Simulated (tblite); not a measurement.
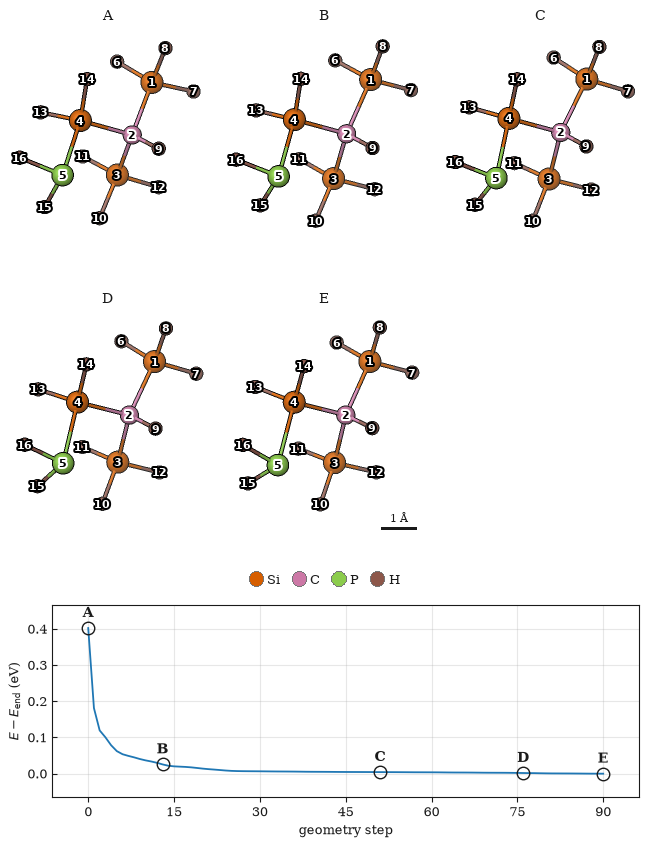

Frames of a relaxation of CH11PSi3, marked on the history of the run. Style: ball-and-stick. Shown from a free direction.

All numbers below come from tblite, GFN2-xTB geometry optimisation, gas phase. 

Question: Describe the path.

Answer: The atom that moves furthest after the best rigid fit is H15 (0.45 Å). Largest moves by element: H 0.45 Å, P 0.27 Å, Si 0.15 Å, C 0.13 Å. Near-neighbour distances that change, for instance: C2–Si3 1.817 → 1.906 Å, C2–Si4 1.828 → 1.902 Å, P5–H15 1.426 → 1.381 Å, Si1–H7 1.493 → 1.465 Å. Among the angles between lasting bonds that change: Si3–C2–H9 111.9° → 105.9°, Si1–C2–Si3 107.5° → 112.8°, Si1–C2–Si4 106.9° → 112.0°. After 90 geometry steps the energy has fallen by 0.402 eV. The run took 0.7 s on 1 thread of Arm Neoverse V1 (shared host). From step 0 to 13: Si3 moves most (0.12 Å), energy −0.377 eV. From step 13 to 51: H atoms move most (0.13 Å), energy −0.021 eV. From step 51 to 76: H15 moves most (0.18 Å), energy −0.003 eV. From step 76 to 90: H15 moves most (0.19 Å), energy −0.002 eV.
